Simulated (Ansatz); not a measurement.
```cif
data_structure
_symmetry_space_group_name_H-M 'P 1'
_symmetry_Int_Tables_number 1
_cell_length_a 4.4016
_cell_length_b 4.4016
_cell_length_c 5.5982
_cell_angle_alpha 90.000
_cell_angle_beta 90.000
_cell_angle_gamma 120.000
_cell_volume 93.93
loop_
_atom_site_label
_atom_site_type_symbol
_atom_site_fract_x
_atom_site_fract_y
_atom_site_fract_z
_atom_site_occupancy
Hf1 Hf 0.00000 0.00000 0.50000 1
Ti1 Ti 0.00000 0.00000 0.00000 1
Ga1 Ga 0.33333 0.66667 0.76456 1
Ga2 Ga 0.66667 0.33333 0.23544 1
Pd1 Pd 0.33333 0.66667 0.24617 1
Pd2 Pd 0.66667 0.33333 0.75383 1
```

Space group P-3m1; computed without spin polarisation.

All numbers below come from DFT PBEsol, scalar-relativistic, plane waves, PAW (Ansatz).

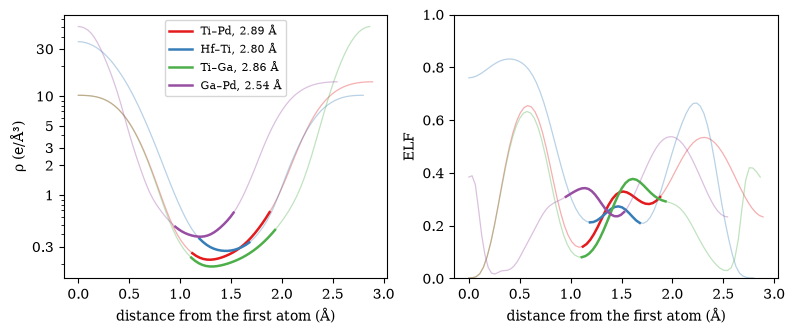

HfTiGa$_{2}$Pd$_{2}$. Valence charge density (pseudo) and electron localisation function along straight lines between neighbouring atoms. Thin, pale parts lie inside the atomic spheres.

Core electrons are frozen (PAW), and the valence fields are smoothed inside the atomic spheres.

What can be read from the curves?

Ti–Pd (2.89 Å): ρ is about 0.24 e/Å³ halfway; the ELF is about 0.30 at the midpoint.
Hf–Ti (2.80 Å): the density is about 0.27 e/Å³ at the midpoint; the ELF is about 0.25 at the midpoint; no shared electron pair shows on this line.
Ti–Ga (2.86 Å): the density is about 0.2 e/Å³ at the midpoint; the ELF is about 0.30 at the midpoint; no localised pair shows between them.
Ga–Pd (2.54 Å): ρ at the midpoint is about 0.39 e/Å³; the ELF is about 0.30 at the midpoint; no shared electron pair shows on this line.
